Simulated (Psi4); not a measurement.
# CHFNSi (SMILES N#C[SiH]F), run twice

Wanted: a single-point energy of CHFNSi, USCS-OMP2/cc-pVDZ-DK (Cholesky decomposition).

Program for the calculation: Psi4 1.11.

4 further runs of the same task are left out: 1 that didn't finish, 3 set aside as unsound or not needed.

## (1) The molecule

The species is CHFNSi (5 atoms), meant as a doublet with charge 0. As SMILES, `N#C[SiH]F`. The shape is that of a PBE0-D4/def2-TZVP optimisation.

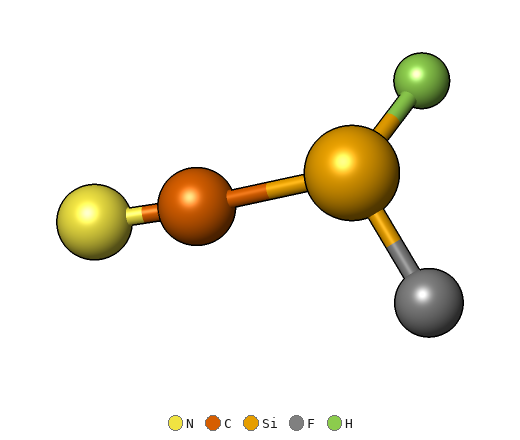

The structure, seen from a chosen angle (nitrogen yellow, carbon orange, silicon amber, fluorine grey, hydrogen green).

## (2) Try one

The input, chfnsi.inp:

```
memory 1600 MB

molecule geom {
  0 2
  N      2.54621698    -2.19964121     2.62917596
  C      1.34888651    -1.11493841     1.16444924
  Si    -0.27608899     0.56238249    -1.40501137
  F     -3.00523146    -0.65592394    -1.73420166
  H     -0.51948571     3.26922620    -0.73245785
  units bohr
}

set globals {
  basis                   cc-pVDZ-DK
  reference               uhf
  scf_type                cd
  mp2_type                conv
  diis                    false
  scf_initial_accelerator none
  guess                   core
  maxiter                 100
}

energy('scs-omp2')
print_variables()
```

The run is started by

```bash
$ psi4 -i chfnsi.inp -o chfnsi.out -n 1
```

chfnsi.out:

```text
Psi4 1.11 release

   => Loading Basis Set <=

    Name: CC-PVDZ-DK
    Role: ORBITAL
    Keyword: BASIS

         ---------------------------------------------------------
                                   SCF
                              UHF Reference
                        1 Threads,   1525 MiB Core
         ---------------------------------------------------------

  ==> Geometry <==

    Molecular point group: c1
    Full point group: C1

    Geometry (in Bohr), charge = 0, multiplicity = 2:

[... 74 lines left out ...]
                        Total Energy        Delta E     RMS |[F,P]|
[... 2 lines left out ...]
   @UHF iter   2:  -416.28311047307523    4.36212e+01   1.01161e-01
[... 2 lines left out ...]
   @UHF iter  10:  -411.69290442196132    2.67088e+00   9.37869e-02
[... 2 lines left out ...]
   @UHF iter  92:  -411.69290469062889    2.67082e+00   9.37869e-02
[... 2 lines left out ...]
   @UHF iter 100:  -411.69290469062901    2.67082e+00   9.37869e-02
[... 1 line left out ...]
PsiException: Could not converge SCF iterations in 100 iterations.

  Failed to converge.

psi4.driver.p4util.exceptions.SCFConvergenceError: Could not converge SCF iterations in 100 iterations.

Printing out the relevant lines from the Psithon --> Python processed input file:
    core.set_global_option("MP2_TYPE", "conv")
    core.set_global_option("DIIS", "false")
    core.set_global_option("SCF_INITIAL_ACCELERATOR", "none")
    core.set_global_option("GUESS", "core")
    core.set_global_option("MAXITER", 100)
--> energy('scs-omp2')
    print_variables()

!-------------------------------------------------------!
!                                                       !
!  Could not converge SCF iterations in 100 iterations. !
!                                                       !
!-------------------------------------------------------!

    Psi4 run time: 0:00:08.41
```

Run time: 10 s. Hardware: 1 thread of AMD EPYC 7R43 (Zen 3), shared host; peak memory 0.24 GiB.

## (3) Reading the log

The iterations ended before the threshold was met.

The telling line is `Could not converge SCF iterations in 100 iterations.`. The cause is that the convergence aids are set badly. The sound input differs in these keys, not all of which need be the cause: diis at its default in place of no; scf initial accelerator at its default in place of none; starting guess at its default in place of core.

## (4) Try two

The input, input.inp:

```
memory 1600 mb

molecule geom {
  0 2
  N      2.54621698    -2.19964121     2.62917596
  C      1.34888651    -1.11493841     1.16444924
  Si    -0.27608899     0.56238249    -1.40501137
  F     -3.00523146    -0.65592394    -1.73420166
  H     -0.51948571     3.26922620    -0.73245785
  units au
}

set basis cc-pVDZ-DK
set reference uhf
set scf_type cd
set mp2_type conv

energy("scs-omp2")
```

The run is started by

```bash
$ psi4 -n 1 input.inp input.out
```

input.out:

```text
[...]
  Running in c1 symmetry.
[...]
  Nuclear repulsion =  130.764801299760478
[...]
  Multiplicity = 2
[...]
  Nalpha       = 19
  Nbeta        = 18
[...]
    Number of basis functions: 65
[...]
   @UHF iter   1:  -481.02872769103647   -1.11232e+00   6.59468e-03 ADIIS/DIIS
[...]
   @UHF iter  23:  -481.15454770294713   -1.64846e-12   5.73074e-09 DIIS
[...]
   @S^2 Observed:                7.974475573E-01
[...]
    Orbital Energies [Eh]
    ---------------------
    Alpha Occupied:
       1A    -68.787030     2A    -26.310584     3A    -15.610651
       4A    -11.271336     5A     -6.227755     6A     -4.341136
       7A     -4.334324     8A     -4.332303     9A     -1.626293
      10A     -1.250370    11A     -0.842281    12A     -0.729302
      13A     -0.702359    14A     -0.689275    15A     -0.609839
      16A     -0.558682    17A     -0.517036    18A     -0.500694
      19A     -0.390078
    Alpha Virtual:
      20A      0.080835    21A      0.122029    22A      0.181048
      23A      0.228820    24A      0.245400    25A      0.301588
[...]
  @UHF Final Energy:  -481.15454770294713
   => Energetics <=
    Nuclear Repulsion Energy =            130.7648012997604781
    One-Electron Energy =                -925.1897241747715270
    Two-Electron Energy =                 313.2703751720638934
    Total Energy =                       -481.1545477029471272
  UHF NO Occupations:
  HONO-2 :   17  A 1.9943990
  HONO-1 :   18  A 1.9832073
[...]
 Multipole Moments:
 ------------------------------------------------------------------------------------
     Multipole            Electronic (a.u.)      Nuclear  (a.u.)        Total (a.u.)
 ------------------------------------------------------------------------------------
 L = 1.  Multiply by 2.5417464519 to convert [e a0] to [Debye]
 Dipole X            :         -1.3099694            1.2366637           -0.0733057
 Dipole Y            :         -1.1065296            1.9626300            0.8561004
 Dipole Z            :         -1.3370971            0.4841691           -0.8529279
 Magnitude           :                                                    1.2106889
[...]
	SCS-MP2 Total Energy (a.u.)        :  -481.68503609976858
	SOS-MP2 Total Energy (a.u.)        :  -481.67678769371605
[...]
	MP2 Total Energy (a.u.)            :  -481.71504976902071
[...]
	SCS-OMP2 Total Energy (a.u.)       :  -481.69699324877371
	SOS-OMP2 Total Energy (a.u.)       :  -481.64608925181659
[...]
	OMP2 Total Energy (a.u.)           :  -481.71504977010670
[...]
```

It took 70 s on 1 thread of AMD EPYC 7R43 (Zen 3), shared host; peak memory 0.33 GiB.

## (5) Results

At USCS-OMP2/cc-pVDZ-DK (Cholesky decomposition):

| quantity | value |
| --- | --- |
| total energy | -481.69699 Eh |
| HOMO energy (Hartree–Fock orbitals) (highest over α and β) | -10.61 eV |
| LUMO energy (Hartree–Fock orbitals) (lowest over α and β) | 0.36 eV |
| correlation energy | -542.4 mEh |
| ⟨S²⟩ of the reference determinant | 0.797 |

The basis was made for a relativistic Hamiltonian, but the run is non-relativistic.
